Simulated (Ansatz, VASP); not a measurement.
## TiAl3 in two plane-wave programs

Aim: how closely do two programs agree when they are given the same cell, functional and k mesh? The cell is taken from a series of VASP runs on this material, whose earlier steps may have relaxed, scaled or displaced it; both programs get it as it stands. Valence electrons are named where the data sets of a main pair hold unlike numbers.

Program: Ansatz 0.2.0. Level of theory: plane waves, with VASP 6.6.1 beside it; band structure at r2SCAN with rVV10. Results are calculated unless marked as measured.

**1. Set-up**

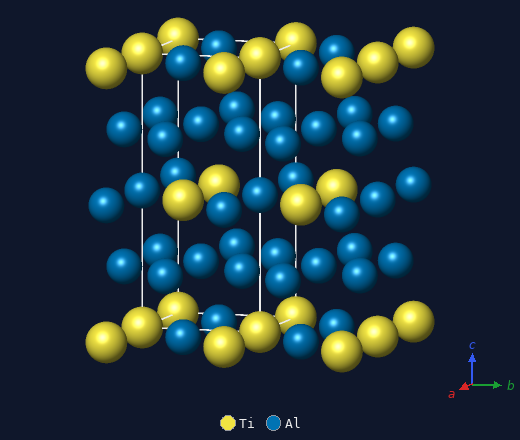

The starting structure, seen slightly off an axis (titanium yellow, aluminium blue). 2×2×1 cells are drawn. This picture shows the conventional cell, with its axes. Some periodic images of atoms are drawn too.

**2. Ansatz: band structure, r2SCAN with rVV10**

Ansatz runs on its default PAW (the set named soft_2) files.

A single point gives forces, pressure and levels at one fixed geometry, so differences don't come from the geometry; what else differs is listed under the comparison.

input.yaml reads:

```yaml
crystal:
  lattice:
    - [0.0, -3.8132887164, 0.0]
    - [-3.8132887164, 0.0, 0.0]
    - [1.9066443582, -1.9066443582, -4.2788394424]
  atoms:
    - { symbol: Ti, position: [0.0, 0.0, 0.0] }
    - { symbol: Al, position: [0.5, 0.5, 0.0] }
    - { symbol: Al, position: [0.75, 0.75, 0.5] }
    - { symbol: Al, position: [0.25, 0.25, 0.5] }
hamiltonian:
  xc: r2scan
  pseudopotentials: { kind: paw }
  dispersion: rvv10
kpoints:
  mp_grid: { grid: [7, 7, 7] }
  band_path:
    path:
      - [0.0, 0.0, 0.0]
      - [0.2, -0.2, 0.2]
      - [0.4, -0.4, 0.4]
      - [0.51324, -0.48676, 0.5]
      - [0.55295, -0.44705, 0.5]
      - [0.59266, -0.40734, 0.5]
      - [0.59928, -0.29386, 0.44657]
      - [0.59928, -0.13357, 0.36643]
      - [0.59928, 0.0, 0.29964]
      - [0.35957, 0.0, 0.17978]
      - [0.11986, 0.0, 0.05993]
      - [0.0, 0.0, -0.06667]
      - [0.0, 0.0, -0.26667]
      - [0.0, 0.0, -0.46667]
      - [0.10686, 0.0, -0.44657]
      - [0.26715, 0.0, -0.36643]
      - [0.40072, 0.0, -0.29964]
      - [0.44043, 0.0, -0.17978]
      - [0.48014, 0.0, -0.05993]
      - [0.5, -0.06667, 0.03333]
      - [0.5, -0.26667, 0.13333]
      - [0.5, -0.46667, 0.23333]
      - [0.47353, -0.47353, 0.15686]
      - [0.43381, -0.43381, 0.01715]
      - [0.40072, -0.40072, -0.09928]
      - [0.24043, -0.24043, -0.25957]
      - [0.08014, -0.08014, -0.41986]
      - [0.5, -0.5, 0.46667]
      - [0.5, -0.5, 0.36667]
      - [0.5, -0.5, 0.25]
    npoints: 1
scf:
  occupations: { method: methfessel_paxton, width: 0.2 }
  n_extra_bands: 8
output:
  forces: true
  stress: true
  eigenvalues: true
```

The run is started by

```console
> ansatz run input.yaml --threads 2 --pin off --max-ram 4608MiB --backend cpu --events-out ev --progress --plain --runs-dir out
```

Numbers of over 12 decimals in the logs are rounded to 6 here.

Log:

```text
scf.n_extra_bands = 8 over 11 filled bands (N_el = 21.0): the run solves 19 bands
Engine: ansatz 0.2.0, x86_64-unknown-linux-gnu
Pseudopotentials: kind: paw
Pseudopotential: Ti, paw, valence charge 12, recommended cutoff 500 eV (meta_gga), Ti.paw.azcp
Pseudopotential: Al, paw, valence charge 3, recommended cutoff 500 eV (meta_gga), Al.paw.azcp
Functional definition: r2SCAN+rVV10
  parameter k0 = 0.174
  parameter k1 = 0.065
  parameter a1 = 4.9479
  exchange = r2scan_x(k0 = k0, k1 = k1, a1 = a1)
  correlation = r2scan_c + rvv10(11.95, 0.0093)
Crystal: 4 atoms, lattice volume = 62.219 Å³
Basis set: ecut = 500 eV, 1555 PW (Γ), exchange–correlation on 128×128×180 points (64 copies of the dense FFT grid, shifted against one another)
Bands: 19, of which v1, the nominal top of the filled ones, is band 11 counted from 1 (10 counted from 0)
Symmetry: 16 space group operations
Space group: I4/mmm (ITA 139), of the structure as read, at distance tolerance 4.0e-5 Å
k-points: 40 of 343
Non-local potential: Ti, projectors of the file, l = 0: 3, l = 1: 2, l = 2: 3, l = 3: 1
Non-local potential: Al, projectors of the file, l = 0: 2, l = 1: 2, l = 2: 1
PAW form: soft (Blöchl's): semilocal exchange-correlation on the pseudo side does not see the compensation charge
rVV10 density: all electrons in the spheres
PAW frozen core: Ti, regenerated for the run's functional (the file was generated under x = pbe(κ = 0.804, μ = 0.219515), c = pbe(β = 0.066725))
PAW frozen core: Al, regenerated for the run's functional (the file was generated under x = pbe(κ = 0.804, μ = 0.219515), c = pbe(β = 0.066725))
PAW one-centre angular grid: Ti, 590 points (default); XC on 160 Gauss nodes
PAW one-centre angular grid: Al, 302 points (default); XC on 160 Gauss nodes
Initial density: superposition of atomic densities (neutral atoms: chi_scale 0, normalization atom), corrected by the library's trained network
Initial wavefunctions: pseudopotential atomic-orbital guess
Functional: x = r2scan, c = r2scan + rvv10(b = 11.95, C = 0.0093); τ floored in thin density (d = 2e-4 eV/Å³)
SCF iter   1: F=—  HF=-4125.325140 eV  |F-HF|=—  |Δ(HF+E_count)|=         —  Δρ=1.34e-2  dr2=1.50e-1  dr2_τ=2.84e-2  ethr=1.77e-3  ⟨swp⟩=5.9  Hψ=4195  notcnv=0
preconditioner: auto → Kerker (q_TF=auto, 2.277 Å⁻¹)  [metal: Δε(μ)=0.038 eV  Ē_g=7.687 eV  σ=0.200 eV  W_gap=0.16  n_scr=10 (ndim 8)  ℏωp=17.0 eV  f_vac=0.000  D(μ)=1.45/eV (n_scr^D=10)]
SCF iter   2: F=—  HF=-4125.360603 eV  |F-HF|=—  |Δ(HF+E_count)|=   3.55e-2  S|Δr|=    0.00e0  Δρ=4.96e-3  dr2=1.85e-2  dr2_τ=3.78e-3  ethr=7.15e-4  ⟨swp⟩=3.0  Hψ=1754  notcnv=0  defer=79
SCF iter   3: F=—  HF=-4125.359544 eV  |F-HF|=—  |Δ(HF+E_count)|=   1.06e-3  S|Δr|=    0.00e0  Δρ=2.37e-3  dr2=3.30e-3  dr2_τ=7.41e-5  ethr=8.82e-5  ⟨swp⟩=2.0  Hψ=803  notcnv=0  defer=79
SCF iter   4: F=—  HF=-4125.359491 eV  |F-HF|=—  |Δ(HF+E_count)|=   5.32e-5  S|Δr|=    0.00e0  Δρ=2.66e-4  dr2=5.34e-5  dr2_τ=3.14e-6  ethr=1.57e-5  ⟨swp⟩=2.7  Hψ=1069  notcnv=0  defer=79
SCF iter   5: F=—  HF=-4125.359512 eV  |F-HF|=—  |Δ(HF+E_count)|=   2.15e-5  S|Δr|=    0.00e0  Δρ=1.12e-4  dr2=9.49e-6  dr2_τ=4.61e-7  ethr=2.54e-7  ⟨swp⟩=2.9  Hψ=992  notcnv=0  defer=78
SCF iter   6: F=—  HF=-4125.359511 eV  |F-HF|=—  |Δ(HF+E_count)|=   1.95e-6  S|Δr|=    0.00e0  Δρ=3.25e-5  dr2=9.85e-7  dr2_τ=2.25e-8  ethr=4.52e-8  ⟨swp⟩=1.0  Hψ=687  notcnv=0  defer=78
SCF iter   7: F=-4125.359510 eV  HF=-4125.359510 eV  |F-HF|=2.90e-9  |Δ(HF+E_count)|=   1.45e-7  S|Δr|=    0.00e0  Δρ=3.83e-6  dr2=1.06e-8  dr2_τ=3.86e-10  ethr=4.76e-10  ⟨swp⟩=7.1  Hψ=3597  notcnv=0
SCF 1 converged in 7 iterations: F = -4125.359510 eV  dr2 = 1.06e-8
  greatest PAW one-centre occupation: 1.001 electrons in one spin orbital (limit 2), on the Ti atom at site 0 (counted from 0), in its partial waves of l = 1
NSCF: frozen V_eff on 30 k-points
SCF converged after 7 iterations
Stability not checked: this state was not tested for a lower state beside it, because cold or Methfessel-Paxton smearing, or corrected tetrahedra, fill the levels in a way that the test cannot read (fill_not_monotonic; see scf.lower_state_search)
Free energy (F): -4125.359510 eV
Harris-Foulkes:  -4125.359510 eV  (|F-HF|=2.90e-9)
Internal energy: -4125.360967 eV  (E = F + TS)
E sigma→0 (E₀):  -4125.359874 eV
Entropy (-TS):   0.001456 eV (0.364 meV/atom)
Fermi energy:    9.761638 eV
--- Per-component energies (eV) ---
  E_band       = -164.703273
  E_kinetic    = 345.449139
  E_local      = -1180.855784  (includes V_loc(G=0)·N_el)
  E_nonlocal   = 37.640034
  E_hartree    = 520.243912
  E_xc         = -202.964786
  E_vxc        = -228.468307  (∫ρ·V_xc dr)
  E_paw        = -2477.166652  (= ΣΔE_a)
  E_vpaw       = -191.703820  (= ΣTr[D̂ρ^β])
  E_aug_tail   = 0.000044  (compensation charges beyond the density's cutoff)
  E_vtau       = 12.750221  (kinetic-family band-sum trace: ∫τ·v_τ [+ j·A + Jᵃ·Aᵃ] dr)
  E_ewald      = -1167.273092
  E_core_change = -0.433781  (= ΣΔE_core)
  E_smearing   = 0.001456  (= −TS)
  E_closure    = 0.000000  (closes the sum)
  Σ components = -4125.359510   (vs F -4125.359510, Δ=0.00e0)
--- Forces (eV/Å), atoms counted from 1 ---
  atom   1  Ti     0.00000000    -0.00000000    -0.00000000
  atom   2  Al     0.00000000     0.00000000     0.00000000
  atom   3  Al     0.00000000     0.00000000     0.00000000
  atom   4  Al    -0.00000000     0.00000000     0.00000000
  max |Σ_I F_I| component: 6.94e-18 eV/Å
--- Stress (GPa, compression-positive) ---
        0.166081       0.000000       0.000000
        0.000000       0.166081       0.000000
        0.000000       0.000000       0.148882
  P = ⅓ Tr σ = 0.1603 GPa (1.603 kbar)
--- Band table (eV; the first three rows and the last of 40) ---
  k-point 0: bands = [... 7 lower, 8.2828, 8.4440, 8.4440, 10.6333, 11.5427, 11.5427, 11.9470, 12.6923, ... 4 higher]
  k-point 1: bands = [... 7 lower, 8.4849, 8.4849, 8.6151, 10.6569, 11.3252, 11.3252, 11.4985, 13.0533, ... 4 higher]
  k-point 2: bands = [... 7 lower, 8.5920, 8.5920, 9.5922, 10.7110, 10.9064, 10.9064, 11.7050, 13.9389, ... 4 higher]
  k-point 39: bands = [... 7 lower, 6.2378, 6.6659, 8.1490, 8.6632, 11.7374, 11.8618, 12.0369, 13.0137, ... 4 higher]
```

It took 9 s on 2 threads of AMD EPYC 7R43, shared host; peak memory 0.61 GiB; 17 s of CPU time.

(Continued in part 2 of 2.)

[Lines on the potential files, build, host, timing and source positions are cut from VASP's logs without a mark.]

[Logs are printed without paths, hosts, clocks, repeated set-up lines and the standing remarks that a program may print on its own settings, such as how far it seeks lower states.]

[Hosts, paths, dates, database ids (printed as entryN), source tags and the programs' standing remarks are cut or masked in the printed files.]
